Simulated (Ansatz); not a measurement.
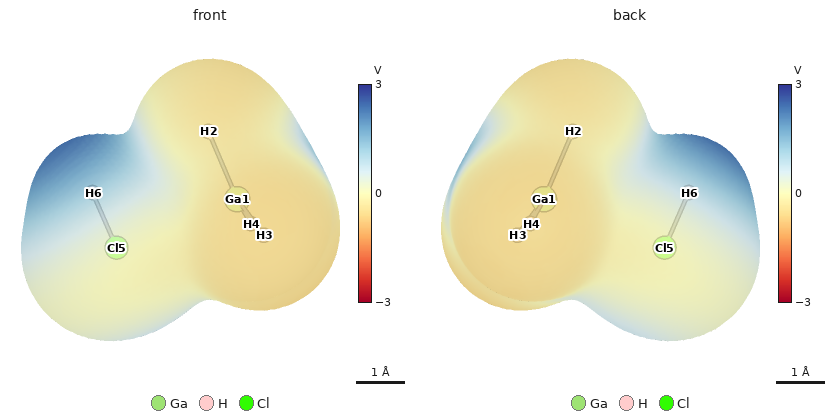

Figure 1: GaH$_{3}$···HCl. The electrostatic potential painted on the density surface at 0.001 e/bohr³, seen from the front and from behind; the colour scale runs from red (negative) to blue (positive).

All numbers below come from Ansatz, RKS PBE0/def2-SVP.

```xyz
6

Ga    0.0006    0.1889    0.0050
H    -0.0039    0.6868    1.5022
H     1.3638    0.1184   -0.7729
H    -1.3659    0.0431   -0.7569
Cl    0.0780   -2.4132    0.9523
H     0.0770   -2.0172    2.1793
```

Where is the surface potential most negative and most positive?

Answer. The most negative region (about −0.6 V) lies over H3 and H4, the most positive (about +2.4 V) over H6. Cl5 shows a σ-hole: about +0.7 V at the tip opposite its bond, against about +0.1 V on its flanks.
